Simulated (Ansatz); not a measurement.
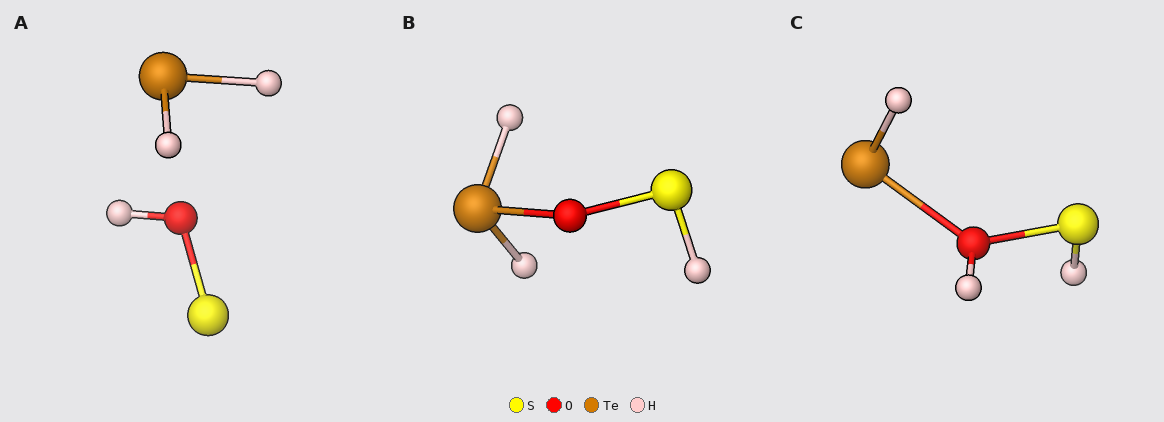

3 stationary structures of one formula. State: charge +1, singlet. Geometries: PBE0-D4/def2-TZVP. Electronic energies: RHF-CCSD(T) (frozen core)/def2-TZVPP (Ansatz 0.2.0), without zero-point energy. No frequency run is at hand to confirm each as a minimum.

Rank them by energy, lowest first.

C is lowest (C1); B lies 27.1 kJ/mol above it (C1), A lies 116.3 kJ/mol above it (C1).
